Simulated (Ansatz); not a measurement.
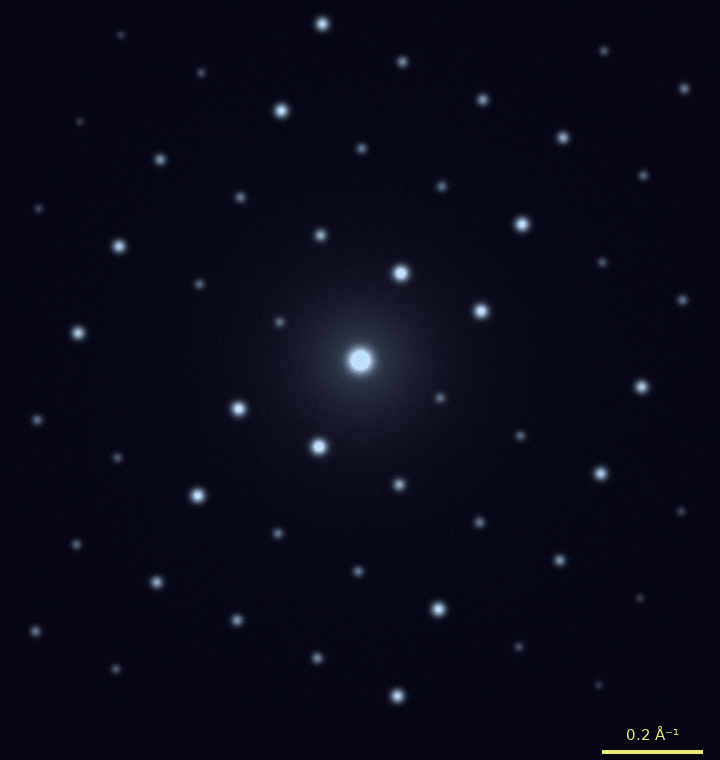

Kinematic zone-axis pattern, calculated for 200 keV electrons with B = 1 Å².

> What net do the spots form, and what spacings does it show?

The spots form a rectangular net whose two shortest vectors correspond to d = 5.58 Å and 5.17 Å, 90.0° apart.

> What is the point symmetry of the pattern, intensities included?

2.

> What was simulated?

This cannot be fixed from one zone alone; the pattern is [100] of IrPt2F6, space group P-3m1 (No. 164), a = 6.447 Å, c = 5.165 Å (hexagonal axes). The net vectors are 0 1 0 and 0 0 1. Structure: the end point of a relaxation with DFT, PAW plane waves, pbe (Ansatz); the starting structure was generated, so it need not be a known form of this composition.
